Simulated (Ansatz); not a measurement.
# CFSi (SMILES [C-]#[Si]F) (charge −1): what the fields show

Input file:

```
crystal:
  periodic: [false, false, false]
  atoms:
    - {symbol: C, position_ang: [-2.893261, 0.785452, -2.195661]}
    - {symbol: F, position_ang: [-2.679902, -2.297415, -2.598417]}
    - {symbol: Si, position_ang: [-3.355910, -0.863041, -1.928375]}
basis:
  gaussian: {orbitals: def2-TZVPD}
total_charge: -1
output: {forces: true, orbitals: {seedname: orbitals}}
hamiltonian: {xc: pbe0}
```

Run with:

```sh
ansatz run input.yaml --threads 1 --pin off --max-ram 2610MiB --events-out events.jsonl --progress --plain --runs-dir runs
```

Geometry: B3LYP-D3(BJ)/def2-SVPD.

All numbers below come from Ansatz 0.2.0, isolated molecule in a Gaussian basis; Kohn-Sham density functional theory, functional PBE0.

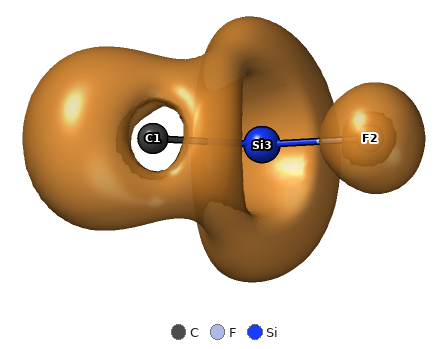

Figure 1. Isosurface of the electron localisation function at 0.75 (orange), seen from one side. Core shells and regions of very low density are left out.

### Identify the bonds, lone pairs and shells in this picture.

The surface consists of one region wrapped around F (its lone pairs, merged into a ring or cap) and one joined region spread over several atoms (C, Si), in which their bonds and any lone pairs are merged. Along the contacts the grid gives the following. Si–F (1.72 Å): the ELF peaks at about 0.85 in the valence shell of F, 0.6 Å from its nucleus, and is about 0.50 at the midpoint. C–Si (1.73 Å): the ELF peaks at about 0.85 between the atoms; localised, covalent bonding.

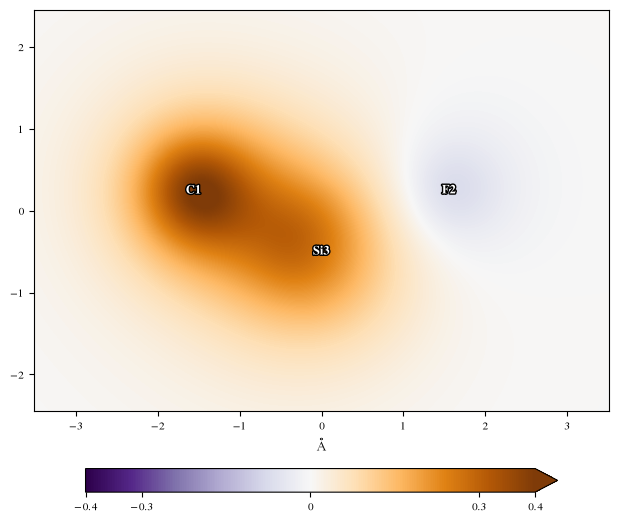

Figure 2. The HOMO−1 on a plane 0.8 Å above the molecular plane (values in Å⁻³ᐟ²; the overall sign is arbitrary).

### Where does this orbital lie, and at what energy?

Its weight (Hirshfeld) is mainly on C1 (about 55 %) and Si3 (about 45 %); it changes sign across the molecular plane (π type); π-bonding across C1–Si3. Its energy is −0.63 eV.

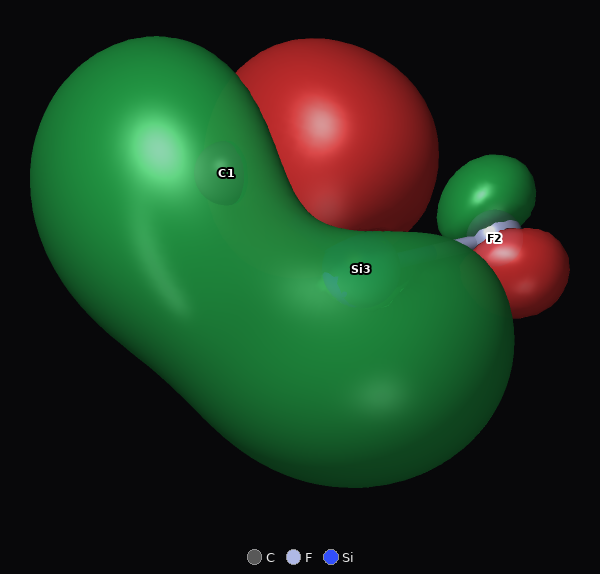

Figure 3. The HOMO at ±0.06 Å⁻³ᐟ² (green and red are the two phases), seen at a tilt.

### Describe this orbital and give its energy.

By Hirshfeld shares it lies mainly on C1 (about 55 %) and Si3 (about 40 %); it is symmetric in the molecular plane (an in-plane orbital: σ, lone-pair or in-plane π type). Its energy is −0.56 eV.
